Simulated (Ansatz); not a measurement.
**CH6AlBr: density, localisation and related maps**

The calculation's input:

```
crystal:
  periodic: [false, false, false]
  atoms:
    - {symbol: Al, position_ang: [-1.058398, 0.289245, -0.015741]}
    - {symbol: C, position_ang: [0.953541, 0.401790, -0.165522]}
    - {symbol: H, position_ang: [-1.826904, 0.186564, -1.394791]}
    - {symbol: H, position_ang: [-1.667382, 0.913756, 1.304125]}
    - {symbol: H, position_ang: [0.292637, -1.175815, 0.301256]}
    - {symbol: Br, position_ang: [-0.685734, -2.292484, 0.659580]}
    - {symbol: H, position_ang: [1.563093, 0.328722, 0.738743]}
    - {symbol: H, position_ang: [0.974405, 1.468404, -0.443333]}
    - {symbol: H, position_ang: [1.454742, -0.120183, -0.984417]}
basis:
  gaussian: {orbitals: def2-TZVPP}
hamiltonian: {xc: pbe0, dispersion: d4}
output: {orbitals: {seedname: orbitals}}
```

Launched as:

```sh
ansatz run in.yaml --threads 4 --pin off --events-out ev --progress --plain --max-ram 9574MiB
```

A transition-state structure; geometry: PBE0-D4/def2-TZVP.

Level of theory: RKS PBE0-D4/def2-TZVPP (Ansatz).

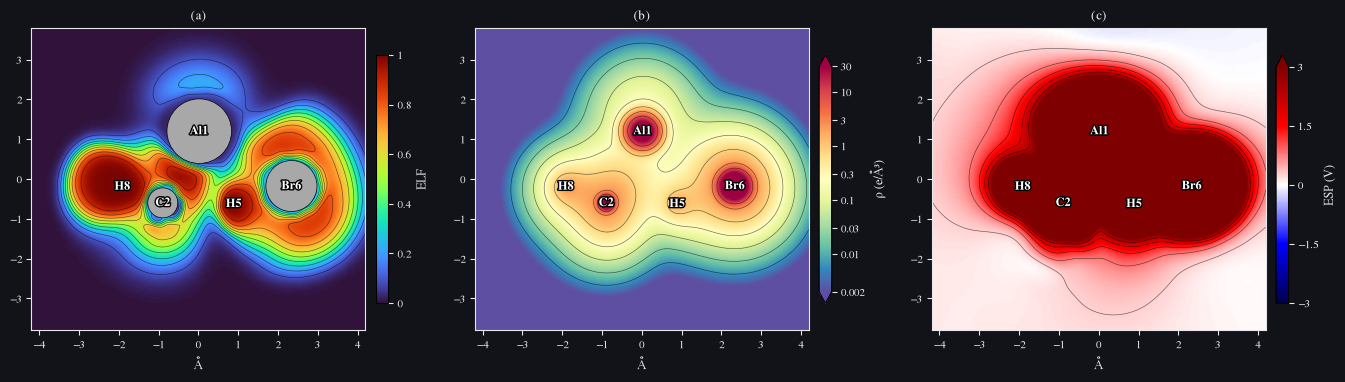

Figure 1. (a) ELF; (b) total electron density; (c) electrostatic potential on the plane of atoms Al1, C2 and H8. Grey discs cover the atomic cores in the ELF map.

Q: What does the map show?

A:
- The plane passes through Al, C, H and Br nuclei.
- C–Al (2.02 Å): ρ at the midpoint is about 0.62 e/Å³; the ELF peaks at about 0.95 in the valence shell of C, 0.8 Å from its nucleus, and is about 0.85 at the midpoint.
- Al–Br (2.69 Å): ρ is about 0.29 e/Å³ halfway, with its minimum of 0.18 e/Å³ about 1.0 Å from Al; the ELF peaks at about 0.75 in the valence shell of Br, 1.0 Å from its nucleus, and is about 0.60 at the midpoint.
- C–H (1.10 Å): ρ at the midpoint is about 1.9 e/Å³; the ELF climbs to about 1 towards the hydrogen, as it does in any bond to H; a covalent bond by its length.
- Br–H (1.53 Å): ρ at the midpoint is about 1.4 e/Å³; the ELF climbs to about 1 towards the hydrogen.
- The ELF also peaks beside Br6, away from the bonds: lone-pair regions.
- The potential has no marked negative region in this plane.

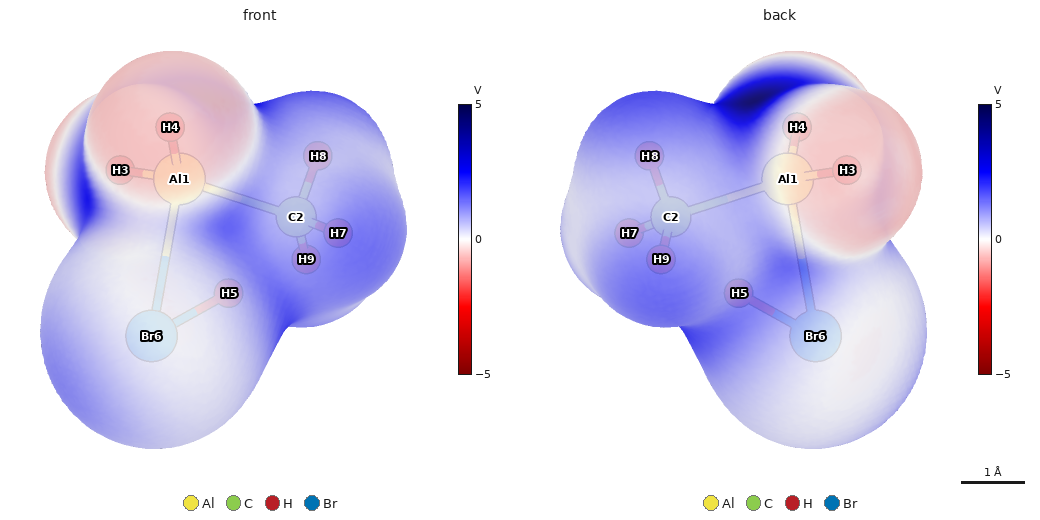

Figure 2. The electrostatic potential painted on the density surface at 0.004 e/bohr³, seen from the front and from behind; red is negative and blue positive.

Q: Which sites attract a positive test charge, and which a negative one?

A: A positive charge is drawn to the negative regions and a negative charge to the positive ones. The most negative region (about −0.5 V) lies over H3 and H4, the most positive (about +4.0 V) over Al1.

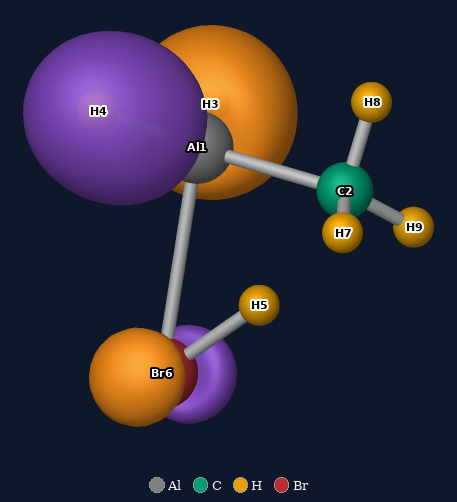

Figure 3. The HOMO at ±0.15 Å⁻³ᐟ² (orange and purple are the two phases), seen at a tilt.

Q: Where does this orbital lie, and at what energy?

A: Its weight (Hirshfeld) is mainly on Al1 (about 30 %), H3 (about 30 %), H4 (about 30 %) and Br6 (about 10 %). Its energy is −8.21 eV.

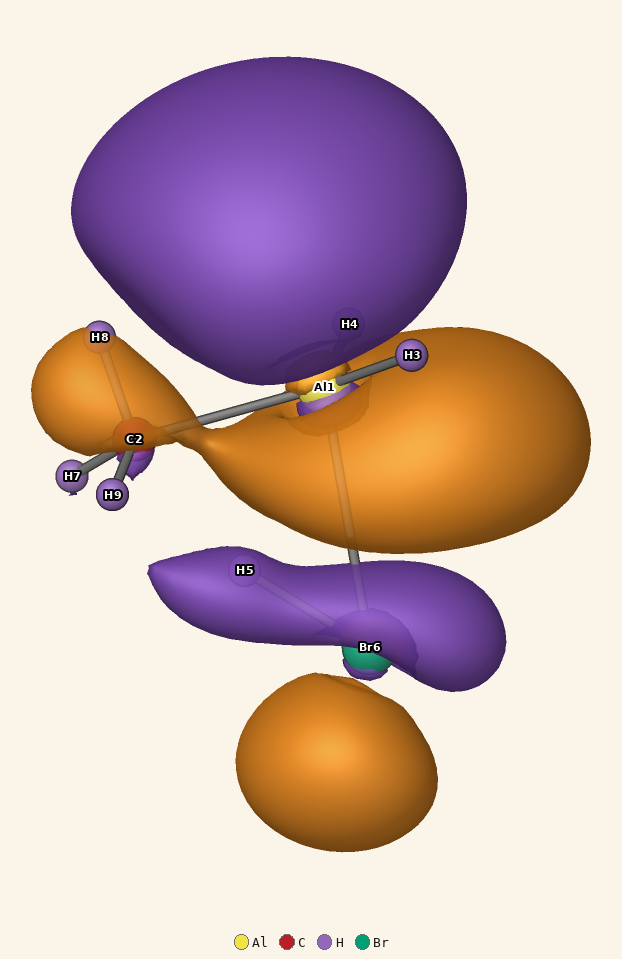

Figure 4. One frontier orbital at ±0.06 Å⁻³ᐟ² (orange and purple are the two phases), seen at an oblique angle.

Q: Which orbital is it: HOMO or LUMO?

A: The LUMO, at −0.35 eV. It lies mainly on Al1 (about 60 %), Br6 (about 15 %), H3 (about 5 %) and H4 (about 5 %).
